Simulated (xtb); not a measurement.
# triplet CH5BFNOSSi, run twice

Wanted: an optimisation with harmonic vibrations of triplet CH5BFNOSSi, GFN2-xTB (ALPB dmf).

Program for the calculation: xtb 6.7.1 later snapshot.

### Step 1. Starting point

The species is CH5BFNOSSi (12 atoms), typed as a triplet with charge 0. As SMILES of the parent species, `NC(=O)B(F)[SiH2]S`. The shape was relaxed beforehand at GFN2-xTB. The run starts from this shape.

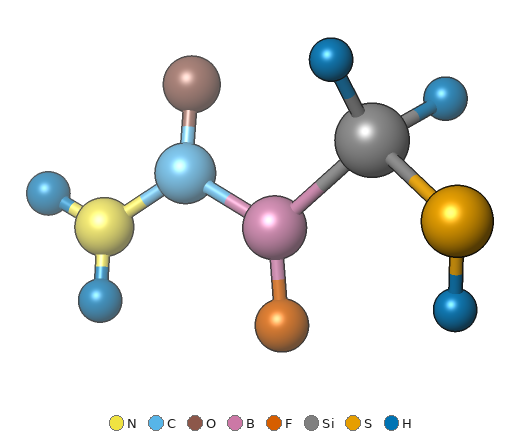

The structure, seen from a chosen angle (nitrogen yellow, carbon blue, oxygen brown, boron pink, fluorine orange, silicon grey, sulfur amber, hydrogen blue).

### Step 2. Try one

Input file .CHRG:

```
0
```

Input file .UHF:

```
2
```

Input file detailed.inp:

```
$scc
   broydamp=2
$opt
   maxcycle=30
$end
```

Input file start.xyz:

```xyz
12
start
N     -2.17571     1.30897    -0.36550
C     -0.87814     1.16007    -0.00696
O     -0.26524     2.06260     0.55182
B     -0.13301    -0.21265    -0.34649
F     -0.63481    -0.96839    -1.30351
Si     1.56782    -0.52885     0.59499
S      2.10548    -2.62804     0.54421
H     -2.64551     2.18068    -0.17324
H     -2.66880     0.58977    -0.86417
H      1.56510    -0.27174     2.02979
H      2.69689     0.18567    -0.01064
H      1.54293    -2.93329    -0.61631
```

Started as:

```sh
xtb start.xyz --gfn 2 --molden --iterations 10 --input detailed.inp --alpb dmf --ohess normal > start.out 2> xtb.err
```

The log of the run:

```text
* xtb version 6.7.1
   ID    Z sym.   atoms
    1    7 N      1
    2    6 C      2
    3    8 O      3
    4    5 B      4
    5    9 F      5
    6   14 Si     6
    7   16 S      7
    8    1 H      8-12

           -------------------------------------------------
          |                Calculation Setup                |
           -------------------------------------------------

          program call               : xtb start.xyz --gfn 2 --molden --iterations 10 --input detailed.inp --alpb dmf --ohess normal
          coordinate file            : start.xyz
          omp threads                :                     1

           -------------------------------------------------
          |                 G F N 2 - x T B                 |
           -------------------------------------------------

[... 2 lines left out ...]
        zeta-weighting                 0.500000
[... 52 lines left out ...]
          :  -> SCF convergence          0.1000000E-05 Eh   :
          :  -> wf. convergence          0.1000000E-03 e    :
[... 12 lines left out ...]
   *** convergence criteria cannot be satisfied within 10 iterations ***
[... 16 lines left out ...]
 transition dipole moment (au) for excitation:          20          21
     X       Y       Z
   0.2807   0.0196  -0.1645  total (au/Debye):    0.326   0.828
 dE (eV)             :    2.351
 oscillator strength :  0.86531E-02

 SCC (total)                   0 d,  0 h,  0 min,  0.014 sec
 SCC setup                      ...        0 min,  0.000 sec (  2.208%)
 Dispersion                     ...        0 min,  0.000 sec (  0.685%)
 classical contributions        ...        0 min,  0.000 sec (  0.087%)
 integral evaluation            ...        0 min,  0.002 sec ( 11.922%)
 iterations                     ...        0 min,  0.006 sec ( 40.933%)
 molecular gradient             ...        0 min,  0.004 sec ( 25.584%)
 printout                       ...        0 min,  0.003 sec ( 18.464%)

########################################################################
[ERROR] Program stopped due to fatal error
-3- Single point calculation terminated
-2- xtb_calculator_singlepoint: Electronic structure method terminated
-1- scf: Self consistent charge iterator did not converge
########################################################################
```

Standard error:

```text
ERROR STOP
Error termination. Backtrace:
abnormal termination of xtb
```

Run time: 0.051 s. Hardware: 1 thread of Arm Neoverse N1, shared host.

### Step 3. Reading the log

No converged result was reached.

The log says `1- scf: Self consistent charge iterator did not converge`. The cause is that the iteration cap is too low for convergence, and the convergence aids are set badly. The sound input differs in these keys, not all of which need be the cause: broyden damping at its default in place of 2; SCF iteration cap at its default in place of 10.

### Step 4. The mended input

Input file input.xyz:

```xyz
12

N     -2.17571000     1.30897000    -0.36550000
C     -0.87814000     1.16007000    -0.00696000
O     -0.26524000     2.06260000     0.55182000
B     -0.13301000    -0.21265000    -0.34649000
F     -0.63481000    -0.96839000    -1.30351000
Si     1.56782000    -0.52885000     0.59499000
S      2.10548000    -2.62804000     0.54421000
H     -2.64551000     2.18068000    -0.17324000
H     -2.66880000     0.58977000    -0.86417000
H      1.56510000    -0.27174000     2.02979000
H      2.69689000     0.18567000    -0.01064000
H      1.54293000    -2.93329000    -0.61631000
```

Started as:

```sh
xtb input.xyz --molden --gfn 2 --ohess normal --alpb dmf --uhf 2 > run.log 2> xtb.err
```

The log of the run:

```text
* xtb version 6.7.1
   ID    Z sym.   atoms
    1    7 N      1
    2    6 C      2
    3    8 O      3
    4    5 B      4
    5    9 F      5
    6   14 Si     6
    7   16 S      7
    8    1 H      8-12

           -------------------------------------------------
          |                Calculation Setup                |
           -------------------------------------------------

          program call               : xtb input.xyz --molden --gfn 2 --ohess normal --alpb dmf --uhf 2
          coordinate file            : input.xyz
          omp threads                :                     1

           -------------------------------------------------
          |                 G F N 2 - x T B                 |
           -------------------------------------------------

[... 56 lines left out ...]
          :  -> wf. convergence          0.1000000E-03 e    :
[... 114 lines left out ...]
 * total energy  :   -22.6028386 Eh     change       -0.4081571E-09 Eh
[... 101 lines left out ...]
 * total energy  :   -22.6106589 Eh     change       -0.2484948E-03 Eh
[... 101 lines left out ...]
 * total energy  :   -22.6113167 Eh     change       -0.8451709E-04 Eh
[... 101 lines left out ...]
 * total energy  :   -22.6115676 Eh     change       -0.2056400E-04 Eh
[... 102 lines left out ...]
   *** GEOMETRY OPTIMIZATION CONVERGED AFTER 24 ITERATIONS ***
[... 90 lines left out ...]
   *** convergence criteria satisfied after 3 iterations ***
[... 258 lines left out ...]
         :: total energy              -22.611615241634 Eh   ::
[... 5 lines left out ...]
optimized geometry written to: xtbopt.xyz

           -------------------------------------------------
          | TOTAL ENERGY              -22.611615241634 Eh   |
          | TOTAL ENTHALPY            -22.536005773149 Eh   |
          | TOTAL FREE ENERGY         -22.584144480762 Eh   |
          | GRADIENT NORM               0.000752679876 Eh/α |
          | HOMO-LUMO GAP               2.440702588395 eV   |
           -------------------------------------------------

------------------------------------------------------------------------
------------------------------------------------------------------------
 total:
 * wall-time:     0 d,  0 h,  0 min,  1.134 sec
 *  cpu-time:     0 d,  0 h,  0 min,  1.128 sec
 * ratio c/w:     0.995 speedup
 SCF:
 * wall-time:     0 d,  0 h,  0 min,  0.020 sec
 *  cpu-time:     0 d,  0 h,  0 min,  0.020 sec
 * ratio c/w:     0.979 speedup
 ANC optimizer:
 * wall-time:     0 d,  0 h,  0 min,  0.305 sec
 *  cpu-time:     0 d,  0 h,  0 min,  0.304 sec
 * ratio c/w:     0.999 speedup
 analytical hessian:
 * wall-time:     0 d,  0 h,  0 min,  0.789 sec
 *  cpu-time:     0 d,  0 h,  0 min,  0.788 sec
 * ratio c/w:     0.999 speedup
```

Standard error:

```text
normal termination of xtb
```

It also wrote vibspectrum:

```text
$vibrational spectrum
#  mode     symmetry     wave number   IR intensity    selection rules
#                         cm**(-1)      (km*mol⁻¹)        IR
     1                      -0.00         0.00000          -
     2                      -0.00         0.00000          -
     3                       0.00         0.00000          -
     4                       0.00         0.00000          -
     5                       0.00         0.00000          -
     6                       0.00         0.00000          -
     7        a             32.00         0.17342         YES
     8        a             51.96         3.93564         YES
     9        a             73.00         2.71373         YES
    10        a            121.94         2.22541         YES
    11        a            154.94       196.57392         YES
    12        a            177.71       104.23846         YES
    13        a            218.04        85.84699         YES
    14        a            232.21         1.42279         YES
    15        a            350.71        25.77597         YES
    16        a            427.90        51.65066         YES
    17        a            439.56        42.72831         YES
    18        a            449.64         0.89072         YES
    19        a            467.99        54.84933         YES
    20        a            547.38         5.19764         YES
    21        a            581.45        19.41904         YES
    22        a            586.38         4.11514         YES
    23        a            629.03        27.73332         YES
    24        a            678.60       231.72926         YES
    25        a            797.34       276.76167         YES
    26        a            892.39        25.57013         YES
    27        a           1012.68         3.82556         YES
    28        a           1139.24       369.58337         YES
    29        a           1229.03      1077.40552         YES
    30        a           1405.23       163.06564         YES
    31        a           1556.15       357.51014         YES
    32        a           2144.99       304.74632         YES
    33        a           2190.63       125.63361         YES
    34        a           2482.17        94.05167         YES
    35        a           3452.28       237.40069         YES
    36        a           3538.74        46.34631         YES
$end
```

It also wrote xtbopt.xyz:

```text
12
 energy: -22.611615243688 gnorm: 0.000752227183 xtb: 6.7.1
N           -2.05802691890243        1.40853671943369       -0.52706849090992
C           -0.83561466759123        1.13392755325227       -0.00172803369135
O           -0.12906203767400        2.01175629109214        0.52279222612743
B           -0.39090884892053       -0.35674098609869       -0.12217024183566
F           -1.21340940146020       -1.26936699970455       -0.68884335243330
Si           1.38286755808096       -0.54749469424612        0.63879584629220
S            2.02213090421343       -2.63844742829275        0.37961987152218
H           -2.42667938435536        2.34176609810597       -0.43995376575749
H           -2.62993466772612        0.67704134366673       -0.90908379313380
H            1.56345505989209       -0.41806322104958        2.09342566240203
H            2.48366769093206        0.19370879629018        0.00011414383860
H            2.30851454313031       -2.59182381629774       -0.91191024485807
```

It took 1.2 s on 1 thread of Arm Neoverse N1, shared host.

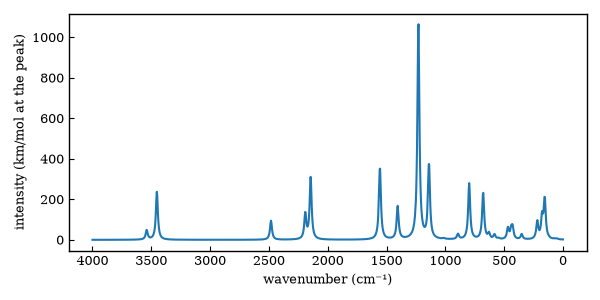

Harmonic infrared spectrum, unscaled, lines broadened by 10 cm⁻¹.

### Step 5. Summary of results

Level: GFN2-xTB (ALPB dmf).

| quantity | value |
| --- | --- |
| total energy at the end | -22.61162 Eh |
| dipole moment | 3.59 D |
| HOMO energy (partly filled) | -8.33 eV |
| LUMO energy | -5.89 eV |
| dispersion energy | -20.91 kJ/mol |
| solvent term in the energy | -53.4 kJ/mol |
| mean polarisability (D4 model) | 85.0 bohr³ |
| lowest harmonic wavenumber | 32 cm⁻¹ |
| highest harmonic wavenumber | 3539 cm⁻¹ |
| zero-point energy | 167.8 kJ/mol |

What this shows: All 30 modes are real, so the shape is a minimum at this level. Mulliken charges run from -0.48 on O3 to +0.47 on Si6.
